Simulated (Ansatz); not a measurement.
# SiWAu in the AlB2 type: lattice stability ahead of a resistivity run, part 3 of 3

The plan: relax SiWAu in the AlB2 type, check its phonons, and, if the lattice is stable, compute its Eliashberg function and ρ(T).

Ansatz 0.2.0; DFT PBEsol, scalar-relativistic, plane waves, PAW; PAW set soft_1.

So far, highest frequency, solved or plainly interpolated (cm⁻¹): step 5 (phonons: q 2×2×2, k 4×4×6) 305; step 6 (k-mesh 6×6×9, q mesh 3×3×3) 298. Also lowest on path (cm⁻¹): step 5 -69.9; step 6 -72.9. The relaxed cell has a = 4.359, c = 2.742 Å (conventional setting).

The structure was built from a prototype and need not be the compound's stable phase.

## Step 7: Lattice stability: Fermi–Dirac smearing of 0.3 eV

The phonons are repeated on the same meshes with a wide Fermi–Dirac smearing, to see whether the soft mode comes from sharp features of the Fermi surface.

File input.yaml:

```yaml
crystal:
  lattice:
    - [4.3590189656, 0.0, 0.0]
    - [-2.1795094828, 3.7750211598, 0.0]
    - [0.0, 0.0, 2.7423848721]
  atoms:
    - { symbol: W, position: [0.0, 0.0, 0.0] }
    - { symbol: Si, position: [0.3333333333, 0.6666666667, 0.5] }
    - { symbol: Au, position: [0.6666666667, 0.3333333333, 0.5] }
kpoints:
  mp_grid: { grid: [6, 6, 9] }
hamiltonian:
  xc: pbesol
  pseudopotentials: { kind: paw, azcp: { folder: soft_1 }, xc_functional: pbe }
scf:
  occupations: { method: fermi_dirac, width: 0.3 }
output:
  eigenvalues: true
phonons:
  method: dfpt
  qmesh: [3, 3, 3]
  temperatures: { t_max: 1000, t_step: 50 }
  qpath:
    path:
      - [[0.0, 0.0, 0.0], [0.5, 0.0, 0.0], [0.33333333, 0.33333333, 0.0], [0.0, 0.0, 0.0], [0.0, 0.0, 0.5], [0.5, 0.0, 0.5], [0.33333333, 0.33333333, 0.5], [0.0, 0.0, 0.5]]
      - [[0.5, 0.0, 0.5], [0.5, 0.0, 0.0]]
      - [[0.33333333, 0.33333333, 0.5], [0.33333333, 0.33333333, 0.0]]
    npoints: 10
```

On the command line:

```console
$ ansatz run input.yaml --threads 4 --pin off --max-ram 12288MiB --backend cpu --events-out ev --progress --plain --runs-dir out
```

Numbers of over 12 decimals in the logs are rounded to 6 here.

Output:

```text
band count auto-derived: 25 (N_el = 37.0; filled up to band 19; 23 by the electrons, moments and atoms)
[...]
Crystal: 3 atoms, lattice volume = 45.127 Å³
Basis set: ecut = 420 eV, 915 PW (Γ), exchange–correlation on 60×60×40 points (8 copies of the dense FFT grid, shifted against one another)
Bands: 25, of which v1, the nominal top of the filled ones, is band 19 counted from 1 (18 counted from 0)
Symmetry: 12 space group operations
k-points: 35 of 324 (time reversal used)
[...]
SCF iter   1: F=—  HF=-23891.464426 eV  |F-HF|=—  |Δ(HF+E_count)|=         —  Δρ=1.80e-1  dr2=2.79e1  ethr=3.10e-3  ⟨swp⟩=5.2  Hψ=3553  notcnv=0
[...]
SCF iter  10: F=-23887.299615 eV  HF=-23887.299615 eV  |F-HF|=0.00e0  |Δ(HF+E_count)|=  2.18e-11  Δρ=1.17e-7  dr2=7.53e-12  ethr=1.00e-12  ⟨swp⟩=5.1  Hψ=3583  notcnv=0
SCF 1 converged in 10 iterations: F = -23887.299615 eV  dr2 = 7.53e-12
[...]
SCF converged after 10 iterations
Free energy (F): -23887.299615 eV
[...]
Internal energy: -23886.722491 eV  (E = F + TS)
E sigma→0 (E₀):  -23887.011053 eV
Entropy (-TS):   -0.577125 eV (-192.375 meV/atom)
Fermi energy:    19.686554 eV
[...]
--- Band table (eV; the first three rows and the last of 35) ---
  k-point 0: bands = [... 15 lower, 16.0179, 16.0179, 19.0456, 21.6648, 21.6648, 22.1632, 22.1632, 25.1309, ... 2 higher]
  k-point 1: bands = [... 15 lower, 16.5430, 16.5430, 19.2303, 20.4817, 20.4817, 23.3042, 23.4658, 23.4658, ... 2 higher]
  k-point 2: bands = [... 15 lower, 17.3529, 17.3529, 19.4021, 19.4021, 19.7979, 21.0234, 24.3579, 24.3579, ... 2 higher]
  k-point 34: bands = [... 15 lower, 16.9372, 17.2406, 18.0839, 20.6682, 20.6893, 21.2128, 21.9744, 22.9081, ... 2 higher]
[...]
ASR residual: 1.727e-3 → 0.000e0 eV/Å²; symmetrization residual: 4.990e-6 eV/Å²
  ASR residual per site (eV/Å²): 1.73e-3 1.09e-4 6.14e-4
  Γ frequencies (cm⁻¹): 0.00 0.00 0.00 64.19 112.48 133.54 133.54 285.04 285.04
--- Phonons (arbitrary-q DFPT): 6 irreducible q on the 3×3×3 mesh ---
[...]
interpolated dispersion: 93 rows × 9 modes
[...]
```

Elapsed: 92 s, on 4 threads of Intel Xeon Platinum 8488C (Sapphire Rapids), shared host; peak memory 0.94 GiB.

This step gave:

```yaml
share_of_imaginary_modes_in_the_plain_interpolation_between_solved_wavevectors: 0.0367
highest_frequency_solved_or_plainly_interpolated: 298.9 cm⁻¹
```

Solved on the 3×3×3 mesh alone; all other wavevectors are interpolated. The phonon branches at the labelled points (cm⁻¹):

| point | branch 1 | branch 2 | branch 3 | branch 4 | branch 5 | branch 6 | branch 7 | branch 8 | branch 9 |
| --- | --- | --- | --- | --- | --- | --- | --- | --- | --- |
| Γ | 0 | 0 | 0 | 64 | 112 | 134 | 134 | 285 | 285 |
| M | -63 | 65 | 71 | 74 | 96 | 135 | 138 | 290 | 297 |
| K | -23 | 59 | 75 | 76 | 86 | 103 | 162 | 289 | 299 |
| Γ | 0 | 0 | 0 | 64 | 112 | 134 | 134 | 285 | 285 |
| A | 102 | 102 | 103 | 103 | 131 | 167 | 196 | 281 | 281 |
| L | 72 | 77 | 95 | 112 | 144 | 178 | 183 | 292 | 296 |
| H | 51 | 82 | 104 | 121 | 138 | 177 | 179 | 291 | 297 |
| A | 102 | 102 | 103 | 103 | 131 | 167 | 196 | 281 | 281 |
| jump to L | 72 | 77 | 95 | 112 | 144 | 178 | 183 | 292 | 296 |
| M | -63 | 65 | 71 | 74 | 96 | 135 | 138 | 290 | 297 |
| jump to H | 51 | 82 | 104 | 121 | 138 | 177 | 179 | 291 | 297 |
| K | -23 | 59 | 75 | 76 | 86 | 103 | 162 | 289 | 299 |

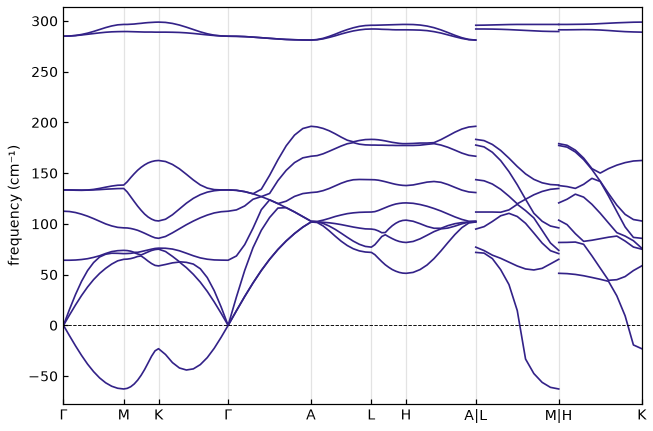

Phonon branches along the path.

Lowest modes at the softest wavevector of the mesh. The modes at q = (0.000, -0.333, 0.000) (shares of kinetic energy by element, %) (negative means imaginary):

| mode | frequency (cm⁻¹) | W % | Si % | Au % |
| --- | --- | --- | --- | --- |
| 1 | -55.1 | 48 | 4 | 48 |
| 2 | 54.7 | 60 | 2 | 38 |
| 3 | 69.7 | 2 | 93 | 5 |
| 4 | 69.8 | 50 | 1 | 49 |
| 5 | 100.9 | 38 | 4 | 57 |
| 6 | 134.1 | 51 | 8 | 41 |

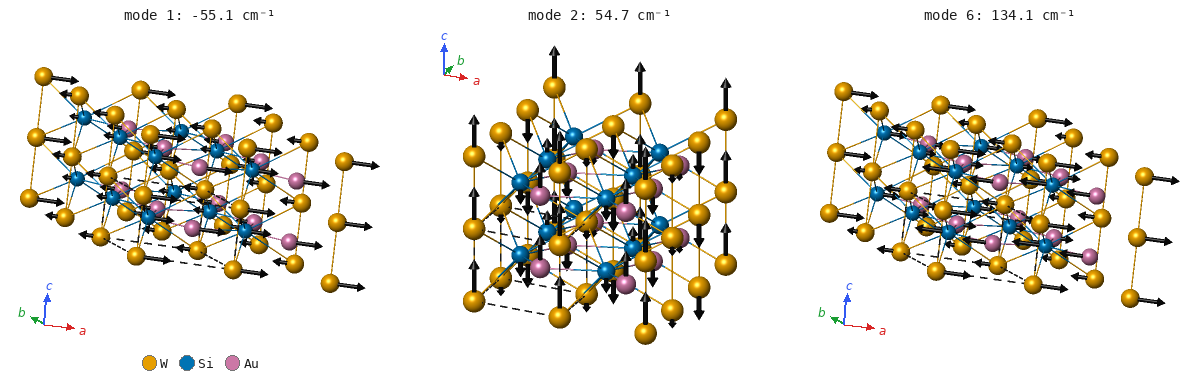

Displacement patterns of modes 1, 2 and 6 at q = (0.000, -0.333, 0.000); arrows are exaggerated. 2×3×2 cells are drawn. Some periodic images of atoms are drawn too.

Among the solved wavevectors the lowest mode, translations apart, is -55.1 cm⁻¹, imaginary.

## Step 8: Results

- phonon run of the rows without a label of their own: PBEsol, q 3×3×3, k 6×6×9
- softest mode on the q mesh: -62.1 cm⁻¹ at q = (-0.333, 0.333, 0)
- highest frequency, solved or plainly interpolated: 298 cm⁻¹

What this shows: The lattice is dynamically unstable at this level: a mode at q = (-0.333, 0.333, 0) is imaginary, 62.1i cm⁻¹, so no harmonic coupling constant or resistivity is defined for this structure. These meshes are coarse, and single modes of a metal can move by tens of cm⁻¹ with the k mesh. The coarser mesh found an imaginary mode at another wavevector, which this mesh lacks. Spin–orbit coupling, left out here, matters for Au and W. The phonon runs are not spin-polarised. The PAW files were made for PBE; under other functionals the run regenerates their frozen core. The structure was built by hand as an ordered model, and its stability against other phases was not tested.

[Logs are printed without paths, hosts, clocks, repeated set-up lines and the standing remarks that a program may print on its own settings, such as how far it seeks lower states.]

[Hosts, paths, dates, database ids (printed as entryN), source tags and the programs' standing remarks are cut or masked in the printed files.]
